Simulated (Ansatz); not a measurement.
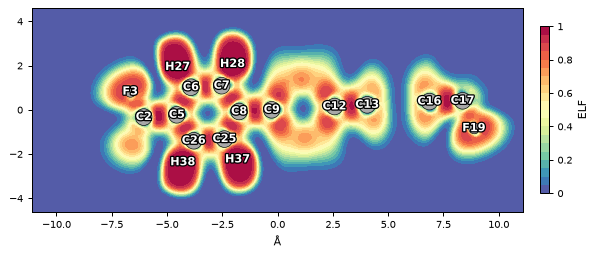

*C20H12F6 (SMILES FC(F)(F)c1ccc(-c2ccc(-c3ccc(C(F)(F)F)cc3)cc2)cc1). ELF on the plane of atoms C16, C17 and F19. Grey discs cover the atomic cores.*

Geometry: r2SCAN-D4/def2-SVP.

Level of theory: RKS PBE0-D4/def2-TZVP in Ansatz 0.2.0.

```xyz
38

F     7.7971   -0.5986   -0.0332
C     7.1874    0.4732    0.5079
F     7.6246    0.5939    1.7730
F     7.6298    1.5507   -0.1696
C     5.6922    0.3507    0.4345
C     4.8869    0.7013    1.5233
C     3.4990    0.6113    1.4186
C     2.8878    0.1760    0.2274
C     1.4151    0.0834    0.1184
C     0.6297   -0.3261    1.2125
C    -0.7561   -0.4193    1.1070
C    -1.4164   -0.0925   -0.0925
C    -2.8890   -0.1844   -0.2032
C    -3.6167    0.7561   -0.9604
C    -5.0030    0.6742   -1.0629
C    -5.6935   -0.3572   -0.4122
C    -7.1842   -0.4522   -0.5696
F    -7.7395   -1.2655    0.3449
F    -7.5249   -0.9285   -1.7832
F    -7.7704    0.7543   -0.4511
C    -4.9885   -1.3003    0.3432
C    -3.6005   -1.2106    0.4469
C    -0.6316    0.3239   -1.1843
C     0.7554    0.4029   -1.0833
C     3.7158   -0.1726   -0.8590
C     5.1021   -0.0896   -0.7580
H     5.3486    1.0487    2.4514
H     2.8755    0.9125    2.2660
H     1.1169   -0.5997    2.1531
H    -1.3422   -0.7268    1.9782
H    -3.0891    1.5822   -1.4467
H    -5.5582    1.4218   -1.6375
H    -5.5282   -2.1067    0.8469
H    -3.0542   -1.9675    1.0181
H    -1.1160    0.5648   -2.1353
H     1.3385    0.7439   -1.9439
H     3.2651   -0.5463   -1.7834
H     5.7346   -0.3813   -1.6019
```

Q: Read the bonding off the picture.

A:
- The plane passes through C, F and H nuclei.
- C–F (1.34 Å): the ELF peaks at about 0.85 between the atoms; a polar covalent bond.
- C–C (1.39 Å): the ELF peaks at about 0.95 between the atoms: a covalent bond.
- C–H (1.09 Å): the ELF climbs to about 1 towards the hydrogen, as it does in any bond to H: an ordinary covalent bond to hydrogen.
- C–C (1.48 Å): the ELF peaks at about 0.95 between the atoms (localised, covalent bonding).
- The ELF also peaks beside F19 and F3, away from the bonds: lone-pair regions.
